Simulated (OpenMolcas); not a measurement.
# O2 (oxygen): UX3LYP/cc-pVTZ

Aim: the vertical electron affinity of O2 (oxygen) at UX3LYP/cc-pVTZ, from 2 runs. 

The calculation is run with OpenMolcas 26.06.

## Step 1: The system as given

O2 has 2 atoms, charge 0, and is taken as a triplet. SMILES: `O=O`. The coordinates come from a GFN2-xTB relaxation.

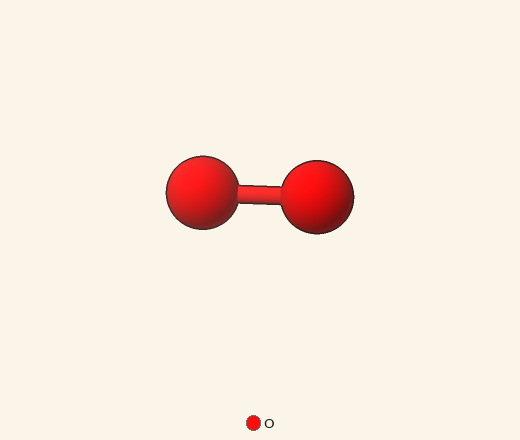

The structure, seen from a chosen angle (oxygen red).

## Step 2: The energy at UX3LYP/cc-pVTZ

Contents of job.inp:

```
* O2 Kohn-Sham DFT
>>> EXPORT MOLCAS_PRINT=2

&GATEWAY
  BasLib
  $CurrDir
  Coord
  2
  bohr
  O      0.97685613    -0.31603780     0.50313958
  O     -0.97685613     0.31603780    -0.50313958
  Basis
  cc-pVTZ
  Group
  NoSym

&SEWARD

&SCF
  UHF
  Spin
  3
  KSDFT
  HYB_GGA_XC_X3LYP
  PrOrbitals
  0
```

The basis set cc-pVTZ is read from a file made from the Basis Set Exchange's data (not shown).

Started as:

```bash
$ export MOLCAS_MEM=1860
$ pymolcas job.inp > job.log
```

What it wrote:

```text
--- Start Module: gateway ---

                                              &GATEWAY

                       available to each process: 1.9 GB of memory, 1 thread

 Basis Set     1 Label: O.CC-PVTZ
 Basis set is read from library:.
 basistype.tbl is not found

++    Symmetry information:
      ---------------------

                    Character Table for C1

                             E
                    a        1  x, y, xy, Rz, z, xz, Ry, yz, Rx, I
--

++    Basis set information:
      ----------------------

      Basis set label: O.CC-PVTZ.........

      Electronic valence basis set:
      ------------------
      Associated Effective Charge   8.000000 au
      Associated Actual Charge      8.000000 au
      Nuclear Model: Point charge

      Shell  nPrim  nBasis  Cartesian Spherical Contaminant
         s      10       4        X
         p       5       3        X
         d       2       2                 X
         f       1       1                 X
--

++    Molecular structure info:
      -------------------------

                    ************************************************
                    **** Cartesian Coordinates / bohr, angstrom ****
                    ************************************************

[... 55 lines left out ...]
      Nuclear repulsion energy =   27.98763043
[... 63 lines left out ...]
++ Convergence information
                               UHF [...]      iterations: Energy and convergence statistics
[... 20 lines left out ...]
       Convergence after  11 Iterations
[... 3 lines left out ...]
 *                                             SCF/KS-DFT Program, Final results                                             *
 *                                                       Final Results                                                       *
[... 37 lines left out ...]
      Title: Natural orbitals
[... 35 lines left out ...]
[... 59 lines of this table left out ...]
       60 O2     4f3+       0.0833    0.0977   -0.2398    0.2566   -0.1544   -0.2408    0.1128    0.1763   -0.2075    0.2761

          Orbital           51        52        53        54        55        56
          Energy            5.6919    6.2944    6.0538    6.2694    7.1864    6.0538
          Occ. No.          0.0000    0.0000    0.0000    0.0000    0.0000    0.0000

[... 59 lines of this table left out ...]
       60 O2     4f3+       0.2779   -0.0222   -0.0085   -0.1240   -0.2841    0.0086
--

++    Molecular properties:
      ---------------------

      Charge (e):
                      =   -0.0000
      Dipole Moment (debye):
      Origin of the operator (angstrom)=    0.0000    0.0000    0.0000
                   X= -5.7375E-11               Y=  1.8518E-11               Z= -2.9681E-11           Total=  6.7199E-11
      Quadrupole Moment (debye*angstrom):
      Origin of the operator (angstrom)=    0.0000    0.0000    0.0000
                  XX= -1.0301E+01              XY=  1.2110E-01              XZ= -1.9279E-01              YY= -9.9661E+00
                  YZ=  6.2373E-02              ZZ= -1.0026E+01
      In traceless form (debye*angstrom)
                  XX= -3.0507E-01              XY=  1.8165E-01              XZ= -2.8919E-01              YY=  1.9762E-01
                  YZ=  9.3559E-02              ZZ=  1.0744E-01
--

--- Stop Module: scf /rc=_RC_ALL_IS_WELL_ ---
--- Module scf spent 2 seconds ---

.##################.
.# Happy landing! #.
.##################.

    Timing: Wall=3.94 User=3.18 System=0.72
```

Run time: 4.2 s. Hardware: 1 thread of Intel Xeon Platinum 8488C (Sapphire Rapids), shared host; peak memory 0.39 GiB.

## Step 3: The doublet anion

job.inp: that of step 2 with these lines changed.

```diff
@@ -1,4 +1 @@
-* O2 Kohn-Sham DFT
->>> EXPORT MOLCAS_PRINT=2
-
 &GATEWAY
@@ -20,4 +17,6 @@
   UHF
+  Charge
+  -1
   Spin
-  3
+  2
   KSDFT
```

The basis set cc-pVTZ is read from a file made from the Basis Set Exchange's data (not shown).

Started as:

```bash
$ export MOLCAS_MEM=1860
$ pymolcas job.inp > job.log
```

What it wrote:

```text
--- Start Module: gateway ---

                                              &GATEWAY

                       available to each process: 1.9 GB of memory, 1 thread

 Basis Set     1 Label: O.CC-PVTZ
 Basis set is read from library:.
 basistype.tbl is not found

++    Symmetry information:
      ---------------------

                    Character Table for C1

                             E
                    a        1  x, y, xy, Rz, z, xz, Ry, yz, Rx, I
--

++    Basis set information:
      ----------------------

      Basis set label: O.CC-PVTZ.........

      Electronic valence basis set:
      ------------------
      Associated Effective Charge   8.000000 au
      Associated Actual Charge      8.000000 au
      Nuclear Model: Point charge

      Shell  nPrim  nBasis  Cartesian Spherical Contaminant
         s      10       4        X
         p       5       3        X
         d       2       2                 X
         f       1       1                 X
--

++    Molecular structure info:
      -------------------------

                    ************************************************
                    **** Cartesian Coordinates / bohr, angstrom ****
                    ************************************************

[... 54 lines left out ...]
      Nuclear repulsion energy =   27.98763043
[... 63 lines left out ...]
++ Convergence information
                               UHF [...]      iterations: Energy and convergence statistics
[... 20 lines left out ...]
       Convergence after  21 Iterations
[... 3 lines left out ...]
 *                                             SCF/KS-DFT Program, Final results                                             *
 *                                                       Final Results                                                       *
[... 37 lines left out ...]
      Title: Natural orbitals
[... 33 lines left out ...]
          Occ. No.          0.0000    0.0000    0.0000    0.0000    0.0000    0.0000    0.0000    0.0000    0.0000    0.0000

[... 59 lines of this table left out ...]
       60 O2     4f3+      -0.0550    0.0878    0.3175    0.1529    0.0053    0.1863   -0.0439    0.0531    0.0205    0.1798

          Orbital           51        52        53        54        55        56        57
          Energy            6.6283    6.7293    7.9887    6.4840    6.6893    7.2581    7.5973
          Occ. No.          0.0000    0.0000    0.0000    0.0000    0.0000    0.0000    0.0000

[... 59 lines of this table left out ...]
       60 O2     4f3+      -0.1027   -0.0174    0.0978    0.0060    0.0630   -0.1084    0.5784
--

++    Molecular properties:
      ---------------------

      Charge (e):
                      =   -1.0000
      Dipole Moment (debye):
      Origin of the operator (angstrom)=    0.0000    0.0000    0.0000
                   X=  3.3371E-10               Y= -1.0805E-10               Z=  1.7187E-10           Total=  3.9061E-10
      Center of Charge (angstrom)
                     X=   -0.00000000               Y=    0.00000000               Z=   -0.00000000
      Quadrupole Moment (debye*angstrom):
      Origin of the operator (angstrom)=    0.0000    0.0000    0.0000
                  XX= -1.4482E+01              XY=  8.1560E-01              XZ= -8.6833E-01              YY= -1.1934E+01
                  YZ=  4.6381E-01              ZZ= -1.3216E+01
      In traceless form (debye*angstrom)
                  XX= -1.9072E+00              XY=  1.2234E+00              XZ= -1.3025E+00              YY=  1.9152E+00
                  YZ=  6.9572E-01              ZZ= -8.0111E-03
--

--- Stop Module: scf /rc=_RC_ALL_IS_WELL_ ---
--- Module scf spent 4 seconds ---

.##################.
.# Happy landing! #.
.##################.

    Timing: Wall=5.84 User=5.03 System=0.76
```

It took 6.3 s on 1 thread of Intel Xeon Platinum 8488C (Sapphire Rapids), shared host; peak memory 0.39 GiB.

## Step 4: Results

At UX3LYP/cc-pVTZ:

```
                                         quantity          value
                         triplet O2: total energy  -150.33201 Eh
                        triplet O2: dipole moment         0.00 D
   triplet O2: HOMO energy (highest over α and β)       -8.66 eV
    triplet O2: LUMO energy (lowest over α and β)       -3.08 eV
                                 triplet O2: ⟨S²⟩          2.009
                      doublet anion: total energy  -150.30673 Eh
doublet anion: HOMO energy (highest over α and β)        4.40 eV
 doublet anion: LUMO energy (lowest over α and β)        7.63 eV
                              doublet anion: ⟨S²⟩          0.754
vertical electron affinity (to the doublet anion)      -0.688 eV
```

In words: The anion lies 0.69 eV (66.4 kJ/mol) above the neutral: the electron isn't bound at this level, and such a value depends on the basis. Without diffuse functions anions come out too high. The HOMO of this anion lies above zero, so its frontier levels hang on the basis. The HOMO (doublet anion) lies at positive energy, 4.40 eV: either the electron is unbound or self-interaction and a compact basis push the level up; values depend on the basis.
